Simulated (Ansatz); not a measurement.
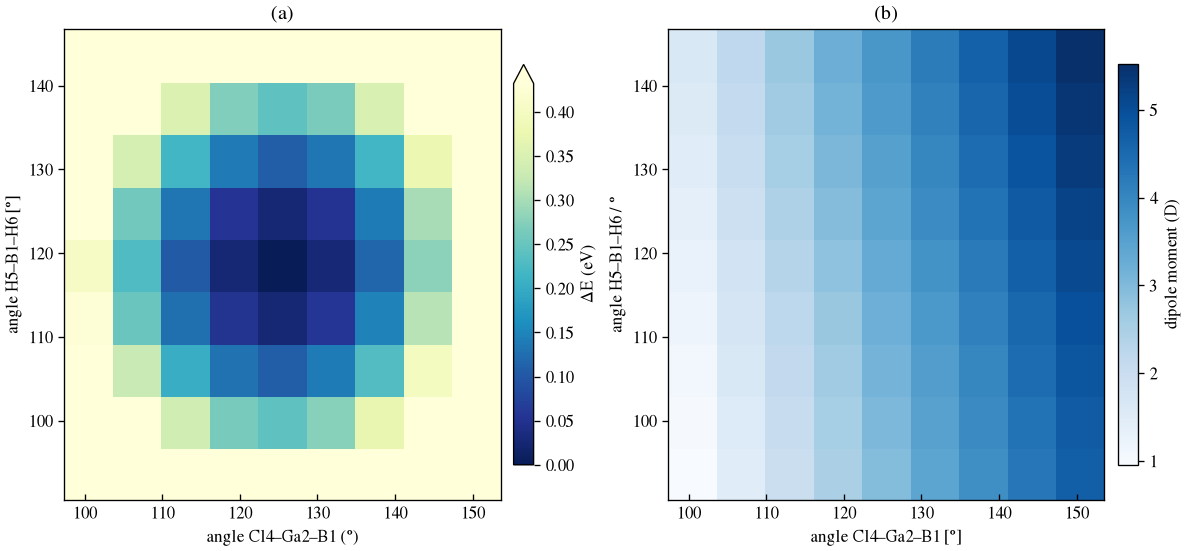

BClFGaH₂, SMILES [BH2][Ga]([F])[Cl]. The first coordinate is: angle Cl4–Ga2–B1; the second: angle H5–B1–H6. Nothing is relaxed (all other coordinates rigid). Grid: 9 × 9 points. Points are written as (first, second). Energies are in eV, from the lowest grid point. These are results of Ansatz 0.2.0, RHF/def2-TZVP, not measurements.

Panel (a) is the energy; panel (b) is the computed dipole moment, in D.

Drawn: one coloured cell a grid point, one colour for all values above the top of the scale.

Question: How does the dipole moment vary over the map, and what is it at the lowest grid point?

Answer: Leaving out the highest fifth of the energies, it runs from 1.10 D at (100.5°, 106.1°) to 5.19 D at (150.5°, 124.8°). At the lowest grid point, (125.5°, 118.6°), it is 3.32 D.

```tsv
angle H5–B1–H6 ↓, angle Cl4–Ga2–B1 →	100.5	106.8	113.0	119.3	125.5	131.8	138.0	144.3	150.5
143.6	1.65	2.20	2.72	3.23	3.71	4.19	4.65	5.09	5.52
137.3	1.57	2.12	2.64	3.15	3.63	4.11	4.56	5.00	5.42
131.1	1.48	2.03	2.55	3.05	3.53	4.01	4.45	4.89	5.31
124.8	1.39	1.93	2.44	2.95	3.43	3.90	4.34	4.78	5.19
118.6	1.29	1.83	2.34	2.84	3.32	3.78	4.23	4.66	5.07
112.3	1.19	1.73	2.24	2.74	3.21	3.68	4.12	4.55	4.96
106.1	1.10	1.63	2.14	2.64	3.11	3.58	4.02	4.45	4.86
99.8	1.02	1.55	2.06	2.55	3.02	3.49	3.93	4.36	4.76
93.6	0.96	1.49	1.99	2.48	2.95	3.41	3.85	4.28	4.69
```
